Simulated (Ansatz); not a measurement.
# I on Ni(111): change of the work function, part 3 of 3

How does one ordered layer of I (fcc site) change the work function of Ni(111), and what dipole does each adsorbate carry?

Ansatz 0.2.0; plane-wave DFT, PBE, Ansatz PAW.

So far, work function, upper face (eV): step 2 (the clean slab) 5.07.

## Step 3: Adsorbate added (continued)

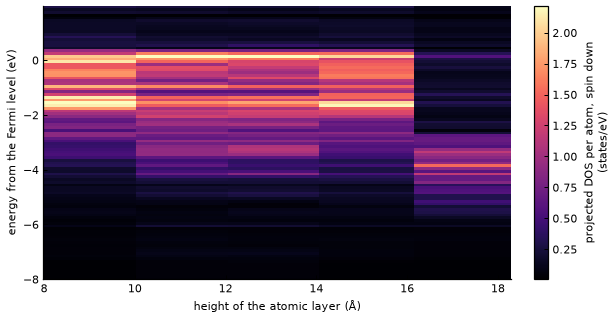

Projected DOS per atom, spin down over height of the atomic layer and energy from the Fermi level. Layers: Ni4 Ni4 Ni4 Ni4 I from below.

Site moment by atom:

| atom | site moment (μB) |
| --- | --- |
| Ni1 | 0.698 |
| Ni2 | 0.711 |
| Ni3 | 0.718 |
| Ni4 | 0.636 |
| Ni5 | 0.698 |
| Ni6 | 0.713 |
| Ni7 | 0.718 |
| Ni8 | 0.636 |
| Ni9 | 0.698 |
| Ni10 | 0.713 |
| Ni11 | 0.718 |
| Ni12 | 0.636 |
| Ni13 | 0.703 |
| Ni14 | 0.713 |
| Ni15 | 0.602 |
| Ni16 | 0.708 |
| I17 | 0.040 |

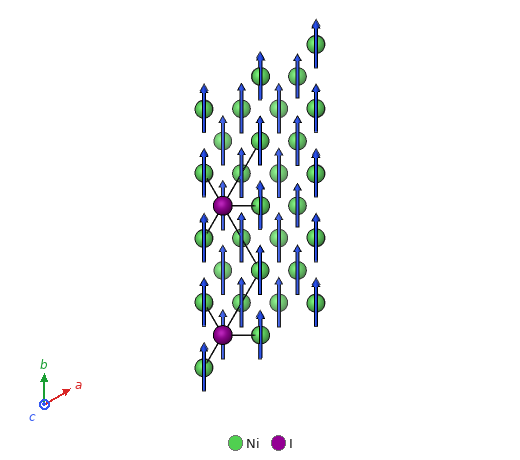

Site moment as arrows, the longest 0.718 μB. Up and down stand for the sign. Arrows give size and sign along the axis of quantisation, drawn up and down the page. Bonds to atoms that aren't drawn are left out. 1×2×1 cells are drawn. Some periodic images of atoms are drawn too.

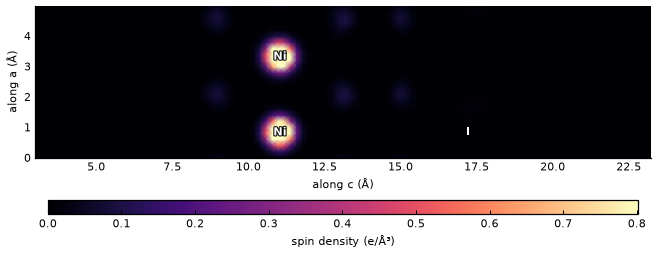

Spin density in the ca plane at fractional y = 0.167, with atoms of Ni and I within 0.2 Å of it. The far vacuum is left out of the map.

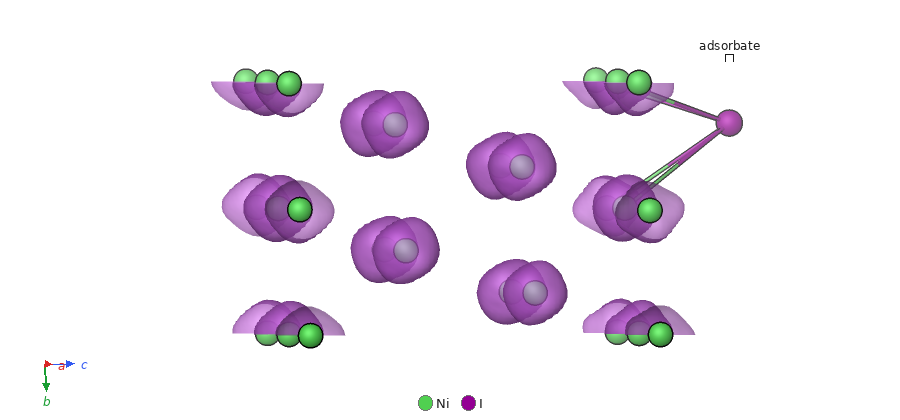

Surface of spin density = 0.23 e/Å³, which holds about 70 % of the integral of its size. Bonds to atoms that aren't drawn are left out.

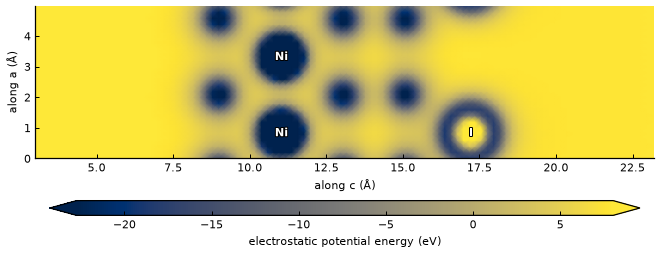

Electrostatic potential energy in the ca plane at fractional y = 0.167, with atoms of Ni and I within 0.2 Å of it. With pseudopotentials it is smooth inside the atoms' cores, unlike the true potential. The far vacuum is left out of the map.

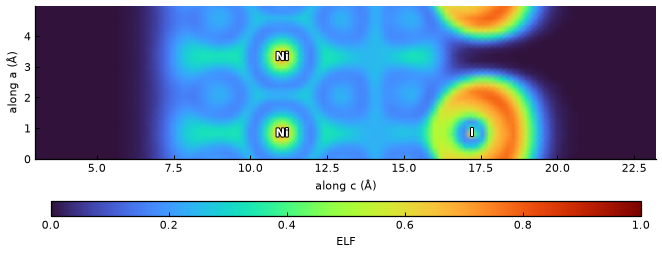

ELF in the ca plane at fractional y = 0.167, with atoms of Ni and I within 0.2 Å of it. It is the smooth field of the valence electrons, not physical close to the nuclei. The far vacuum is left out of the map.

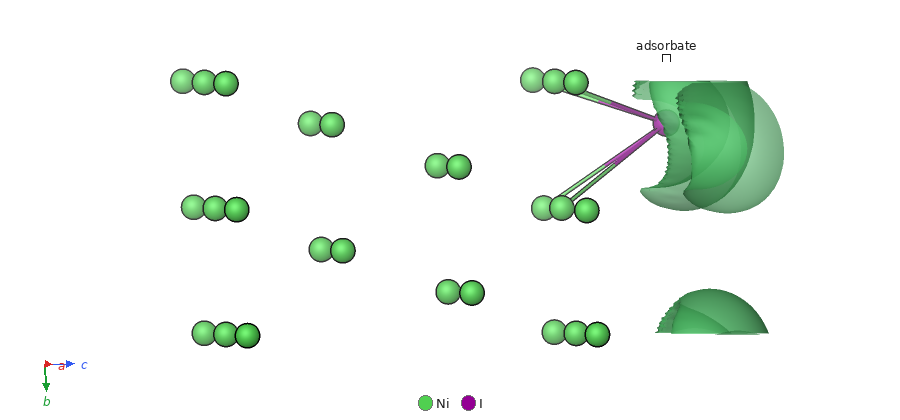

Surface of ELF = 0.71. Bonds to atoms that aren't drawn are left out.

The relaxation took 4 steps and lowered the energy by 0.087 eV; the largest force on the free atoms ends at 0.0081 eV/Å.

By hand: a sheet of dipoles makes a step −p/(ε₀A) in the electron's potential. With e/ε₀ = 180.95 V·Å, p = 0.08686 e·Å and A = 21.46 Å², that is −180.95 × (0.08686) / 21.46 = -0.732 eV, and the two vacuum levels of the run differ by -0.732 eV.

The covered face has 4.35 eV, -0.73 eV against the clean one; the bare back face has moved by -0.00 eV, a measure of how thin the slab is.

## Step 4: Work function against coverage

This step: plane-wave DFT, PBE, Ansatz PAW; work function against coverage (Ansatz 0.2.0).

The runs are now put side by side.

Numbers from this step:

```yaml
work_function_of_the_clean_face: 5.072 eV
largest_change_of_the_work_function: -0.7265 eV
```

The work function of the covered face by coverage:

| coverage (adsorbates/nm²) | work function of the covered face (eV) |
| --- | --- |
| 0.00 | 5.07 |
| 4.66 | 4.35 |

The dipole per adsorbate comes from the change of the cell's dipole. Coverage, by row:

| coverage (1/nm²) | coverage (ML) | work function (eV) | change (eV) | dipole per adsorbate, positive end outwards (debye) | mean height of the added atoms over the highest substrate atom (Å) |
| --- | --- | --- | --- | --- | --- |
| 4.66 | 0.25 | 4.346 | -0.7265 | 0.411 | 2.128 |

## Step 5: What came out

```
work function of the clean face                        : 5.07 eV
work function at 0.25 ML                               : 4.35 eV
dipole per adsorbate at 0.25 ML, positive end outwards : 0.41 D
```

What this shows: I lowers the work function of Ni(111) at the lowest coverage, by 0.73 eV: the adsorbate layer has its positive end outwards. An electronegative adsorbate that lowers the work function shows that charge transfer alone doesn't fix the sign: the pushed-back electron tail of the metal and the adsorbate's own polarisation count too. One coverage alone was completed, so no trend follows. The slab has 4 layers, at the tabulated experimental lattice constant, one starting site was run, and quantum-size effects of a slab this thin can reach one or two tenths of an eV. The magnetic order is the one reached from the typed start; other orders were not compared.

[Logs are printed without paths, hosts, clocks, repeated set-up lines and the standing remarks that a program may print on its own settings, such as how far it seeks lower states.]

[Hosts, paths, dates, database ids (printed as entryN), source tags and the programs' standing remarks are cut or masked in the printed files.]

[Maps of the electrostatic potential energy from Ansatz leave out the sawtooth potential of an applied field or a dipole correction, so their vacuum need not be flat; planar profiles and work functions include it.]
